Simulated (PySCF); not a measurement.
```xyz
29

Ge    1.3177   -0.0039    0.6656
H     1.5714   -0.0595    2.1942
H     2.7200    0.0508    0.0074
Si    0.1056    1.9790    0.1180
C     0.8350    3.4791    0.9977
C     0.1912    2.2434   -1.7488
C    -1.6977    1.7627    0.6354
H     0.2702    4.3892    0.7355
H     1.8866    3.6362    0.7120
H     0.7962    3.3564    2.0911
H     1.2322    2.3821   -2.0803
H    -0.2254    1.3840   -2.2968
H    -0.3791    3.1414   -2.0382
H    -2.1657    0.9192    0.1040
H    -1.7847    1.5729    1.7167
H    -2.2780    2.6707    0.4029
Si    0.1505   -1.9827    0.0112
C    -0.5089   -1.7723   -1.7456
C     1.2926   -3.4817    0.0785
C    -1.2955   -2.2382    1.1970
H    -1.0162   -2.6928   -2.0783
H     0.3027   -1.5556   -2.4576
H    -1.2369   -0.9475   -1.8010
H     2.1487   -3.3571   -0.6026
H     1.6887   -3.6336    1.0945
H     0.7506   -4.3953   -0.2175
H    -0.9366   -2.3820    2.2281
H    -1.9795   -1.3755    1.1954
H    -1.8752   -3.1317    0.9117
```

Geometry: PBE0-D3(BJ)/def2-SVP.

Computed with CAM-B3LYP/def2-SVPD, SCF density, gas phase (PySCF).

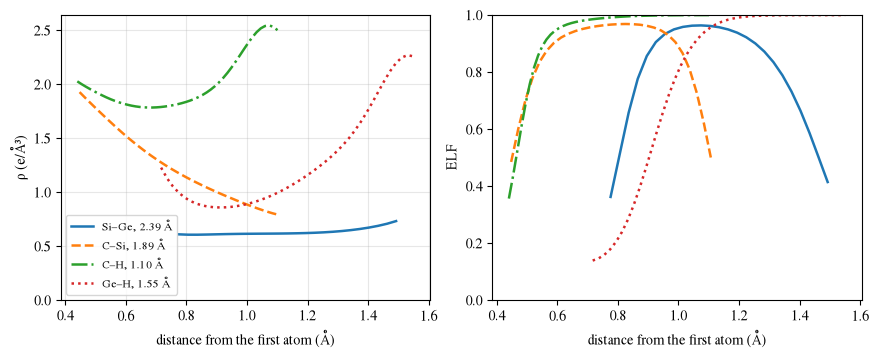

C₆H₂₀GeSi₂ (GeH2(SiMe3)2). Total electron density and electron localisation function along straight lines between neighbouring atoms. The curves leave out the atomic cores.

What can be read from the curves?

Answer. Si–Ge (2.39 Å): ρ at the midpoint is about 0.62 e/Å³; the ELF peaks at about 0.95 between the atoms (a shared electron pair).
C–Si (1.89 Å): ρ at the midpoint is about 0.95 e/Å³; the ELF peaks at about 0.95 between the atoms, as expected for a covalent bond.
C–H (1.10 Å): ρ is about 1.9 e/Å³ halfway; the ELF climbs to about 1 towards the hydrogen, as it does in any bond to H; a covalent bond by its length.
Ge–H (1.55 Å): ρ is about 1 e/Å³ halfway; the ELF climbs to about 1 towards the hydrogen.
